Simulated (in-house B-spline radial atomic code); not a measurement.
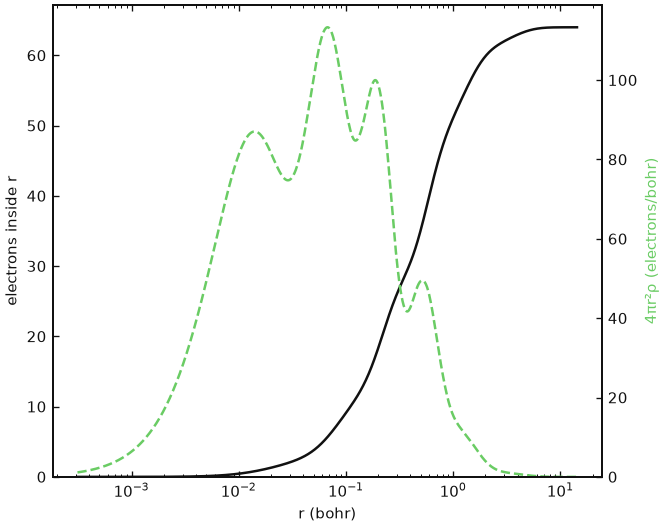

The neutral gadolinium atom in the configuration [Xe] 4f7 5d1 6s2 (high spin). Computed with an in-house B-spline radial code: scalar-relativistic (spin-free one-electron X2C) LDA (Slater, VWN5), spin-polarised, spherical fractional occupations, Fermi nucleus, basis-set limit. Radial functions and radii carry no picture-change correction.

The plot shows the number of electrons inside radius r (solid) and the radial density 4πr²ρ (dashed).

> Describe it and give its main numbers.

The count levels off at 64 electrons. Half of them lie within 0.433 bohr, 90 % within 1.59 bohr and 99 % within 4.66 bohr. The radial density has minima at 0.029, 0.12 and 0.37 bohr, where the count stands at 2.0, 11.1 and 29.4; these part the shells that the density resolves.
